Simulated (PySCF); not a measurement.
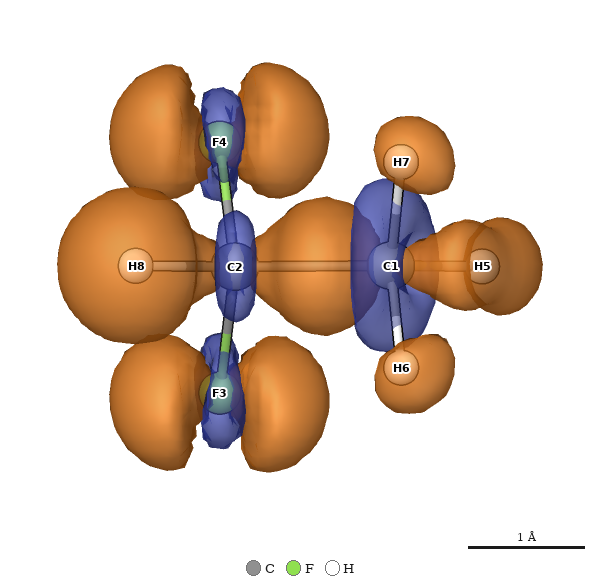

Figure. C$_{2}$H$_{4}$F$_{2}$, SMILES `CC(F)F`. Fukui function f⁻ = ρ(N) − ρ(N−1) at fixed geometry, surfaces at ±0.04 e/Å³ (orange positive, blue negative).

Computed with PySCF, PBE/def2-TZVP, geometry: GFN2-xTB. No frequency check shows the geometry to be a minimum.

### Which atoms respond most to the removal of an electron?

f⁻ (Hirshfeld-condensed) is largest on F3 and F4 (0.21 each), H8 (0.14) and C2 (0.12); the vertical ionisation energy is 11.68 eV (the stability of the cation's solution wasn't checked). Condensed values hint at sites of electrophilic attack but needn't mark the atom that reacts. Orbital relaxation makes it negative in places (0.15 e in all).
